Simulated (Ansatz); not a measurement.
## Nudged elastic band of WCl$_{2}$F$_{5}$ (part 2 of 2)

WCl$_{2}$F$_{5}$, multiplicity 2; UKS PBE/def2-SVP (Ansatz 0.2.0). One setting was made poor on purpose. It belongs to a series of runs on one base structure; here: band between the two ends.

Geometry of the input (Å):
```
W  0.0000  0.0000  0.0319
Cl 0.0000  0.0000  2.3384
F  1.8628  0.0000  -0.0022
F  0.0000  1.8628  -0.0022
F  -1.8628  0.0000  -0.0022
F  0.0000  -1.8628  -0.0022
F  0.0000  0.0000  -1.8348
Cl 0.0000  0.0000  5.2432
```

Output, continued
```
NEB iter   4: max|band force component| = 6.304e-1 eV/Å  barrier→ = 0.0365 eV  barrier← = 0.2184 eV  Δτ_max = 0.1951 Å  (446 SCF iters)
[...]
mean field -40421.48592294 eV, -1485.4622090009 hartree, gradient 1.4e-5 eV, S^2 0.751758; 9 other end points of the search recorded, 0 dependent functions left out
the calculation of the forces begins
reference -40421.48599490 eV, -1485.4622116453 hartree; 47, 46 occupied and 91, 92 virtual orbitals, 1437 factors
1437 factors; their error is unknown
mean field evaluation 2016: about -40421.4997 eV, gradient 8.1e-6 eV
mean field evaluation 2048: about -40421.3945 eV, gradient 8.0e-1 eV
mean field evaluation 2080: about -40420.4938 eV, gradient 3.9e0 eV
mean field -40421.49971105 eV, -1485.4627157046 hartree, gradient 1.9e-5 eV, S^2 0.751950; 9 other end points of the search recorded, 0 dependent functions left out
the calculation of the forces begins
reference -40421.49978272 eV, -1485.4627183383 hartree; 47, 46 occupied and 91, 92 virtual orbitals, 1437 factors
1437 factors; their error is unknown
mean field evaluation 2112: about -40421.5384 eV, gradient 6.5e-2 eV
mean field evaluation 2144: about -40405.4687 eV, gradient 3.4e1 eV
mean field evaluation 2176: about -40417.4994 eV, gradient 5.6e0 eV
mean field evaluation 2208: about -40421.0370 eV, gradient 6.5e-2 eV
mean field -40421.53842917 eV, -1485.4641385693 hartree, gradient 1.4e-5 eV, S^2 0.751961; 9 other end points of the search recorded, 0 dependent functions left out
the calculation of the forces begins
reference -40421.53850066 eV, -1485.4641411963 hartree; 47, 46 occupied and 91, 92 virtual orbitals, 1437 factors
1437 factors; their error is unknown
mean field evaluation 2240: about -40421.5672 eV, gradient 6.7e-6 eV
mean field evaluation 2272: about -40421.4556 eV, gradient 9.0e-1 eV
mean field evaluation 2304: about -40420.8989 eV, gradient 3.1e0 eV
mean field -40421.56718481 eV, -1485.4651953194 hartree, gradient 1.8e-5 eV, S^2 0.751981; 9 other end points of the search recorded, 0 dependent functions left out
the calculation of the forces begins
reference -40421.56725597 eV, -1485.4651979344 hartree; 47, 46 occupied and 91, 92 virtual orbitals, 1437 factors
1437 factors; their error is unknown
mean field evaluation 2336: about -40421.6866 eV, gradient 4.3e-1 eV
mean field evaluation 2368: about -40411.6925 eV, gradient 2.6e1 eV
mean field evaluation 2400: about -40418.8458 eV, gradient 7.8e0 eV
mean field evaluation 2432: about -40420.9672 eV, gradient 2.8e-1 eV
mean field -40421.59546020 eV, -1485.4662344210 hartree, gradient 9.1e-6 eV, S^2 0.752001; 9 other end points of the search recorded, 0 dependent functions left out
the calculation of the forces begins
reference -40421.59553100 eV, -1485.4662370229 hartree; 47, 46 occupied and 91, 92 virtual orbitals, 1437 factors
1437 factors; their error is unknown
mean field evaluation 2464: about -40421.6156 eV, gradient 1.1e-5 eV
mean field evaluation 2496: about -40421.4865 eV, gradient 9.9e-1 eV
mean field evaluation 2528: about -40420.9681 eV, gradient 3.0e0 eV
mean field -40421.61561523 eV, -1485.4669751045 hartree, gradient 2.2e-5 eV, S^2 0.751936; 9 other end points of the search recorded, 0 dependent functions left out
the calculation of the forces begins
reference -40421.61568568 eV, -1485.4669776935 hartree; 47, 46 occupied and 91, 92 virtual orbitals, 1437 factors
1437 factors; their error is unknown
mean field evaluation 2560: about -40421.4421 eV, gradient 5.1e-2 eV
mean field evaluation 2592: about -40409.8183 eV, gradient 2.6e1 eV
mean field evaluation 2624: about -40416.3324 eV, gradient 1.0e1 eV
mean field -40421.44210093 eV, -1485.4605985716 hartree, gradient 1.0e-5 eV, S^2 0.751690; 7 other end points of the search recorded, 0 dependent functions left out
the calculation of the forces begins
reference -40421.44217307 eV, -1485.4606012229 hartree; 47, 46 occupied and 91, 92 virtual orbitals, 1437 factors
NEB iter   5: max|band force component| = 1.209e-1 eV/Å  barrier→ = -0.0011 eV  barrier← = 0.1808 eV  CI = image 1  Δτ_max = 0.0000 Å  (3018 SCF iters)
```

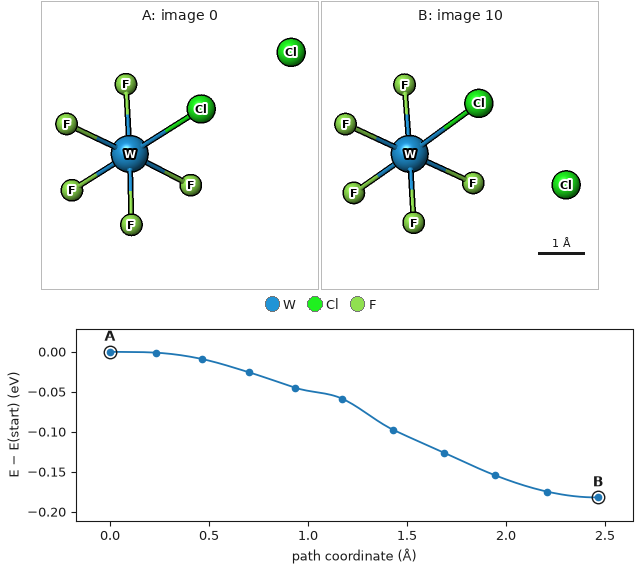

Images of the last band (counted from 0; ball-and-stick, seen at a tilt) above the energy along the path; the line is a cubic interpolation that uses the forces. No image lies above both ends; the end is 0.182 eV below the start. The path is 2.47 Å long. The band converged in 5 iterations.

```
Total energy: -40421.44217307 eV, -1485.4606012229 hartree
Atom 0 at     0.010210     0.010238     0.043538 Å, force    -0.002289    -0.002294    -0.024691 eV/Å
Atom 1 at     0.081215     0.081441     2.352616 Å, force     0.019517     0.019569    -0.082941 eV/Å
Atom 2 at     1.871491     0.013257    -0.044485 Å, force    -0.014899    -0.007673     0.002432 eV/Å
Atom 3 at     0.013218     1.871512    -0.044632 Å, force    -0.007652    -0.014891     0.002417 eV/Å
Atom 4 at    -1.852926     0.014670     0.060702 Å, force     0.020744    -0.007307     0.015911 eV/Å
Atom 5 at     0.014631    -1.852896     0.060849 Å, force    -0.007286     0.020753     0.015934 eV/Å
Atom 6 at    -0.045708    -0.045836    -1.821739 Å, force     0.006092     0.006109     0.027382 eV/Å
Atom 7 at    -0.092130    -0.092387     5.163146 Å, force    -0.014227    -0.014266     0.043555 eV/Å
Dipole moment:     0.006685     0.006704    -0.094274 e Å
this run last wrote the band of iteration 5 to [file]
```

The last band as extended XYZ (Å, eV, eV/Å)
```
8
Properties=species:S:1:pos:R:3:forces:R:3 image=0 energy=-40421.44100
W     0.0000    0.0000    0.0319    0.0000   0.0000  -0.0031
Cl    0.0000    0.0000    2.3384    0.0000   0.0000   0.0066
F     1.8628    0.0000   -0.0022   -0.0062   0.0000  -0.0015
F     0.0000    1.8628   -0.0022    0.0000  -0.0062  -0.0015
F    -1.8628    0.0000   -0.0022    0.0062   0.0000  -0.0015
F     0.0000   -1.8628   -0.0022    0.0000   0.0062  -0.0015
F     0.0000    0.0000   -1.8348    0.0000   0.0000   0.0078
Cl    0.0000    0.0000    5.2432    0.0000   0.0000  -0.0054
8
Properties=species:S:1:pos:R:3:forces:R:3 image=1 energy=-40421.44210
W     0.0102    0.0102    0.0435   -0.0023  -0.0023  -0.0247
Cl    0.0812    0.0814    2.3526    0.0195   0.0196  -0.0829
F     1.8715    0.0133   -0.0445   -0.0149  -0.0077   0.0024
F     0.0132    1.8715   -0.0446   -0.0077  -0.0149   0.0024
F    -1.8529    0.0147    0.0607    0.0207  -0.0073   0.0159
F     0.0146   -1.8529    0.0608   -0.0073   0.0208   0.0159
F    -0.0457   -0.0458   -1.8217    0.0061   0.0061   0.0274
Cl   -0.0921   -0.0924    5.1631   -0.0142  -0.0143   0.0436
8
Properties=species:S:1:pos:R:3:forces:R:3 image=2 energy=-40421.45008
W     0.0203    0.0204    0.0521    0.0081   0.0081  -0.0446
Cl    0.1654    0.1659    2.3549    0.0529   0.0530  -0.0690
F     1.8782    0.0218   -0.0902   -0.0070  -0.0138   0.0154
F     0.0217    1.8783   -0.0905   -0.0137  -0.0070   0.0154
F    -1.8410    0.0277    0.1269    0.0194  -0.0140   0.0049
F     0.0276   -1.8409    0.1272   -0.0139   0.0194   0.0049
F    -0.0830   -0.0832   -1.8088   -0.0147  -0.0147   0.0227
Cl   -0.1894   -0.1899    5.0982   -0.0309  -0.0310   0.0504
8
Properties=species:S:1:pos:R:3:forces:R:3 image=3 energy=-40421.46646
W     0.0303    0.0304    0.0607    0.0175   0.0176  -0.0780
Cl    0.2547    0.2555    2.3533    0.0452   0.0453  -0.0491
F     1.8841    0.0302   -0.1325   -0.0209  -0.0226   0.0054
F     0.0301    1.8841   -0.1330   -0.0225  -0.0209   0.0054
F    -1.8284    0.0432    0.1871    0.0410  -0.0204   0.0261
F     0.0431   -1.8283    0.1875   -0.0203   0.0410   0.0261
F    -0.1252   -0.1255   -1.7941   -0.0035  -0.0035   0.0591
Cl   -0.2888   -0.2896    5.0410   -0.0363  -0.0364   0.0050
8
Properties=species:S:1:pos:R:3:forces:R:3 image=4 energy=-40421.48592
W     0.0378    0.0379    0.0747    0.0280   0.0281  -0.0545
Cl    0.3409    0.3419    2.3544    0.0191   0.0192  -0.0422
F     1.8880    0.0334   -0.1533   -0.0325  -0.0318  -0.0348
F     0.0333    1.8881   -0.1538   -0.0317  -0.0324  -0.0349
F    -1.8169    0.0540    0.2473    0.0570  -0.0209   0.0568
F     0.0539   -1.8168    0.2479   -0.0209   0.0571   0.0569
F    -0.1612   -0.1616   -1.7716    0.0238   0.0239   0.0713
Cl   -0.3759   -0.3769    4.9244   -0.0429  -0.0431  -0.0187
8
Properties=species:S:1:pos:R:3:forces:R:3 image=5 energy=-40421.49971
W     0.0457    0.0459    0.0948   -0.0383  -0.0384  -0.0961
Cl    0.3948    0.3960    2.3560    0.0849   0.0852   0.0667
F     1.8951    0.0349   -0.1452   -0.0422  -0.0320  -0.0970
F     0.0348    1.8951   -0.1458   -0.0320  -0.0423  -0.0972
F    -1.8049    0.0604    0.3049    0.0467  -0.0035   0.0721
F     0.0603   -1.8047    0.3055   -0.0034   0.0468   0.0723
F    -0.1896   -0.1902   -1.7415    0.0719   0.0721   0.0215
Cl   -0.4362   -0.4375    4.7413   -0.0876  -0.0879   0.0576
8
Properties=species:S:1:pos:R:3:forces:R:3 image=6 energy=-40421.53843
W     0.0587    0.0589    0.1145   -0.0485  -0.0486  -0.0544
Cl    0.4853    0.4867    2.3653    0.0437   0.0439  -0.0825
F     1.8984    0.0110   -0.1877   -0.0395   0.0102  -0.0026
F     0.0109    1.8984   -0.1884    0.0102  -0.0396  -0.0026
F    -1.7845    0.0539    0.3800    0.0560   0.0325   0.0434
F     0.0539   -1.7842    0.3809    0.0324   0.0561   0.0434
F    -0.1939   -0.1944   -1.7181    0.0012   0.0011   0.0924
Cl   -0.5288   -0.5303    4.6235   -0.0555  -0.0556  -0.0372
8
Properties=species:S:1:pos:R:3:forces:R:3 image=7 energy=-40421.56718
W     0.0717    0.0719    0.1346   -0.1163  -0.1165  -0.0621
Cl    0.5487    0.5503    2.3594    0.0794   0.0796   0.0509
F     1.9036    0.0016   -0.2028    0.0025   0.0314  -0.0163
F     0.0016    1.9036   -0.2037    0.0314   0.0023  -0.0164
F    -1.7607    0.0613    0.4575   -0.0072   0.0646   0.0186
F     0.0612   -1.7603    0.4584    0.0645  -0.0071   0.0188
F    -0.2211   -0.2216   -1.6845   -0.0043  -0.0043   0.0502
Cl   -0.6050   -0.6067    4.4512   -0.0499  -0.0501  -0.0436
8
Properties=species:S:1:pos:R:3:forces:R:3 image=8 energy=-40421.59546
W     0.0761    0.0763    0.1571   -0.0417  -0.0417   0.0221
Cl    0.6111    0.6128    2.3649    0.0442   0.0441  -0.0099
F     1.8995    0.0055   -0.2233    0.0115   0.0272  -0.0167
F     0.0054    1.8995   -0.2242    0.0271   0.0115  -0.0168
F    -1.7452    0.0872    0.5315   -0.0210   0.0389   0.0183
F     0.0871   -1.7448    0.5325    0.0389  -0.0210   0.0185
F    -0.2636   -0.2643   -1.6435   -0.0177  -0.0177   0.0197
Cl   -0.6704   -0.6723    4.2749   -0.0412  -0.0413  -0.0352
8
Properties=species:S:1:pos:R:3:forces:R:3 image=9 energy=-40421.61562
W     0.0829    0.0831    0.1808   -0.0149  -0.0149   0.0190
Cl    0.6670    0.6688    2.3664    0.0131   0.0130  -0.0103
F     1.8941    0.0173   -0.2552    0.0114   0.0158  -0.0081
F     0.0171    1.8940   -0.2563    0.0158   0.0114  -0.0082
F    -1.7261    0.1229    0.6058   -0.0134   0.0190   0.0127
F     0.1228   -1.7256    0.6070    0.0190  -0.0134   0.0127
F    -0.3216   -0.3224   -1.5922   -0.0138  -0.0139   0.0112
Cl   -0.7362   -0.7381    4.1137   -0.0170  -0.0170  -0.0291
8
Properties=species:S:1:pos:R:3:forces:R:3 image=10 energy=-40421.62292
W     0.0900    0.0902    0.2039   -0.0068  -0.0067   0.0037
Cl    0.7128    0.7148    2.3692    0.0021   0.0018  -0.0070
F     1.8873    0.0346   -0.2889   -0.0009  -0.0124   0.0052
F     0.0345    1.8872   -0.2901   -0.0125  -0.0008   0.0050
F    -1.7054    0.1641    0.6778    0.0025   0.0109  -0.0069
F     0.1639   -1.7047    0.6792    0.0110   0.0025  -0.0069
F    -0.3862   -0.3872   -1.5330    0.0039   0.0040   0.0066
Cl   -0.7969   -0.7991    3.9519    0.0006   0.0008   0.0003
```

Summary

| quantity | value |
| --- | --- |
| outcome | converged |
| barrier, forward | −0.001 eV |
| barrier, backward | 0.181 eV |
| wall time | 7.2 min (CPU time 28 min) |
| peak memory | 0.43 GiB |

Notes

A deliberately poor setting: loose force. The order of the saddle point was not checked.
